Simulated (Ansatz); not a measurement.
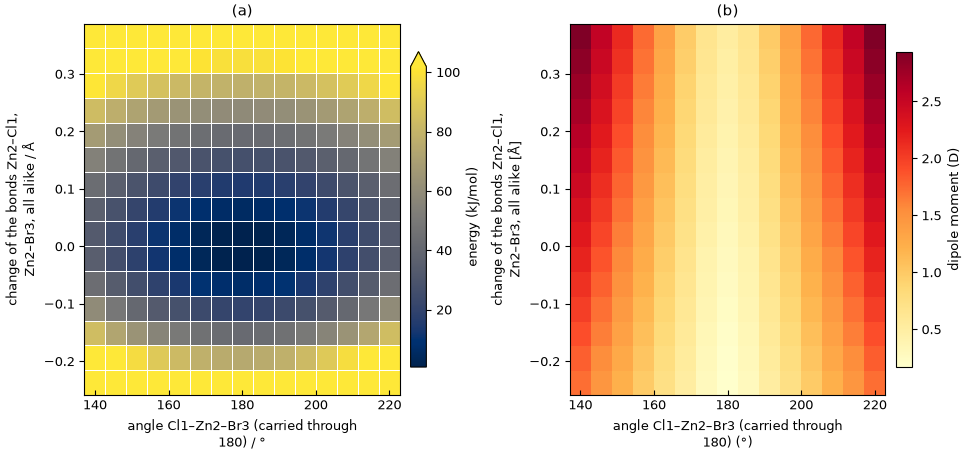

BrClZn, SMILES [Cl][Zn][Br]. The first coordinate is: angle Cl1–Zn2–Br3 (carried through 180); the second: change of the bonds Zn2–Cl1, Zn2–Br3, all alike. Nothing is relaxed (all other coordinates rigid). Grid: 15 × 15 points; 199 points were computed and 26 follow by symmetry. Points are written as (first, second). Energies are in kJ/mol, from the relaxed molecule at the same level. Theory: RKS PBE0-D4/def2-TZVP in Ansatz 0.2.0.

Panel (a) is the energy and panel (b) the computed dipole moment on the same grid.

In the figure: one coloured cell a grid point, one colour for all values above the top of the scale.

### How does the dipole moment vary over the map, and what is it at the lowest grid point?

Leaving out the highest fifth of the energies, it runs from 0.19 D at (180.0°, −0.194 Å) to 2.78 D at (140.0°, 0.280 Å). At the lowest grid point, (180.0°, 0.022 Å), it is 0.31 D.

| second ↓, first → | 140.0 | 145.7 | 151.4 | 157.1 | 162.9 | 168.6 | 174.3 | 180.0 | 185.7 | 191.4 | 197.1 | 202.9 | 208.6 | 214.3 | 220.0 |
| --- | --- | --- | --- | --- | --- | --- | --- | --- | --- | --- | --- | --- | --- | --- | --- |
| 0.366 | 2.93 | 2.54 | 2.14 | 1.75 | 1.35 | 0.98 | 0.67 | 0.52 | 0.67 | 0.98 | 1.35 | 1.75 | 2.15 | 2.54 | 2.94 |
| 0.323 | 2.86 | 2.47 | 2.08 | 1.70 | 1.31 | 0.95 | 0.64 | 0.49 | 0.64 | 0.95 | 1.31 | 1.70 | 2.09 | 2.48 | 2.86 |
| 0.280 | 2.78 | 2.41 | 2.03 | 1.65 | 1.27 | 0.91 | 0.61 | 0.46 | 0.61 | 0.92 | 1.27 | 1.65 | 2.03 | 2.41 | 2.79 |
| 0.237 | 2.70 | 2.34 | 1.96 | 1.60 | 1.23 | 0.88 | 0.58 | 0.44 | 0.58 | 0.88 | 1.23 | 1.60 | 1.97 | 2.34 | 2.71 |
| 0.194 | 2.62 | 2.26 | 1.90 | 1.54 | 1.18 | 0.85 | 0.55 | 0.41 | 0.55 | 0.85 | 1.19 | 1.55 | 1.91 | 2.27 | 2.63 |
| 0.151 | 2.54 | 2.19 | 1.84 | 1.49 | 1.14 | 0.81 | 0.52 | 0.38 | 0.52 | 0.81 | 1.14 | 1.49 | 1.84 | 2.19 | 2.54 |
| 0.108 | 2.45 | 2.11 | 1.77 | 1.44 | 1.10 | 0.78 | 0.50 | 0.36 | 0.50 | 0.78 | 1.10 | 1.44 | 1.78 | 2.12 | 2.45 |
| 0.065 | 2.36 | 2.03 | 1.71 | 1.38 | 1.06 | 0.75 | 0.47 | 0.33 | 0.47 | 0.75 | 1.06 | 1.38 | 1.71 | 2.04 | 2.37 |
| 0.022 | 2.27 | 1.96 | 1.64 | 1.32 | 1.01 | 0.71 | 0.45 | 0.31 | 0.45 | 0.71 | 1.01 | 1.33 | 1.64 | 1.96 | 2.28 |
| −0.022 | 2.18 | 1.87 | 1.57 | 1.27 | 0.96 | 0.67 | 0.42 | 0.28 | 0.42 | 0.68 | 0.97 | 1.27 | 1.57 | 1.88 | 2.18 |
| −0.065 | 2.09 | 1.79 | 1.50 | 1.21 | 0.92 | 0.64 | 0.39 | 0.26 | 0.39 | 0.64 | 0.92 | 1.21 | 1.50 | 1.80 | 2.09 |
| −0.108 | 2.00 | 1.71 | 1.43 | 1.15 | 0.87 | 0.61 | 0.37 | 0.24 | 0.37 | 0.61 | 0.88 | 1.15 | 1.43 | 1.72 | 2.00 |
| −0.151 | 1.91 | 1.63 | 1.36 | 1.09 | 0.83 | 0.57 | 0.34 | 0.21 | 0.34 | 0.57 | 0.83 | 1.10 | 1.36 | 1.63 | 1.91 |
| −0.194 | 1.81 | 1.55 | 1.29 | 1.04 | 0.78 | 0.54 | 0.32 | 0.19 | 0.32 | 0.54 | 0.79 | 1.04 | 1.30 | 1.55 | 1.81 |
| −0.237 | 1.72 | 1.47 | 1.22 | 0.98 | 0.74 | 0.51 | 0.29 | 0.17 | 0.29 | 0.51 | 0.74 | 0.98 | 1.23 | 1.47 | 1.72 |
